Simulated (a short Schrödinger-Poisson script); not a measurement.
System: MOS inversion layer, Si3N4 on p-type Si(111), at 300 K.

```
layer  material  thickness (nm)  Na (cm⁻³)
-----  --------  --------------  ---------
1         Si3N4             3.3          -
2            Si             700     3.8e17
```

The device is made up for the run: typed textbook-type constants, with dimensions and the other settings drawn at random. Si3N4: permittivity 7.5, conduction-band edge (eV) 1.95, gap (eV) 5.1, electron mass (mₑ) 0.5. Si: permittivity 11.7, conduction-band edge (eV) 0, gap (eV) 1.124, Nv at 300 K (cm⁻³) 3.1e19.

Channel valleys (confinement mass, in-plane density-of-states mass, number): Δ6 0.258, 0.358, 6. At the gate the conduction-band edge of layer 1 lies 2.56 eV − eVg above the Fermi level of the channel; the field vanishes at the back. Gaps are held at their typed values at every temperature. Mesh 0.03 nm at interfaces.

Solved with a short Schrödinger-Poisson script written for these runs: 1D Poisson equation in equilibrium, electrons quantum, Hartree (BenDaniel-Duke, 12 states a valley, the channel's in-plane mass for all, wave functions free to enter the dielectric), parabolic valleys, classical holes, full ionisation, no traps, pinning or gate leakage.

Only gate voltages with over 1e8 electrons/cm² are shown.

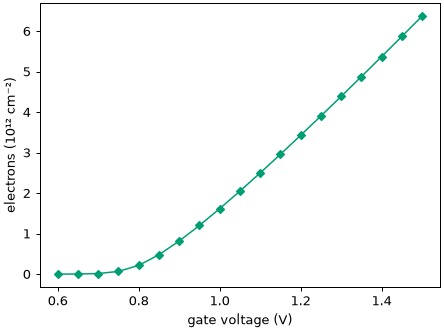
Sheet density against gate voltage

| Vg (V) | electrons (cm⁻²) | C (μF/cm²) | Δ6 E0 (meV) | Δ6 E1 (meV) |
|---|---|---|---|---|
| 0.6 | 5.24e8 | 0.182 | 277.5 | 364.0 |
| 0.65 | 2.80e9 | 0.188 | 234.1 | 322.4 |
| 0.7 | 1.46e10 | 0.238 | 191.3 | 281.3 |
| 0.75 | 6.66e10 | 0.430 | 152.1 | 243.8 |
| 0.8 | 2.17e11 | 0.763 | 121.4 | 215.1 |
| 0.85 | 4.78e11 | 1.04 | 100.8 | 196.4 |
| 0.9 | 8.17e11 | 1.20 | 86.7 | 184.4 |
| 0.95 | 1.20e12 | 1.31 | 76.5 | 176.3 |
| 1 | 1.62e12 | 1.38 | 68.5 | 170.5 |
| 1.05 | 2.05e12 | 1.43 | 62.1 | 166.2 |
| 1.1 | 2.50e12 | 1.46 | 56.7 | 162.8 |
| 1.15 | 2.96e12 | 1.49 | 52.0 | 160.1 |
| 1.2 | 3.43e12 | 1.52 | 47.9 | 158.0 |
| 1.25 | 3.90e12 | 1.54 | 44.3 | 156.2 |
| 1.3 | 4.39e12 | 1.56 | 41.0 | 154.8 |
| 1.35 | 4.88e12 | 1.58 | 37.9 | 153.6 |
| 1.4 | 5.37e12 | 1.59 | 35.1 | 152.6 |
| 1.45 | 5.87e12 | 1.60 | 32.5 | 151.8 |
| 1.5 | 6.37e12 | 1.61 | 30.1 | 151.1 |

Subbands count from the Fermi level.
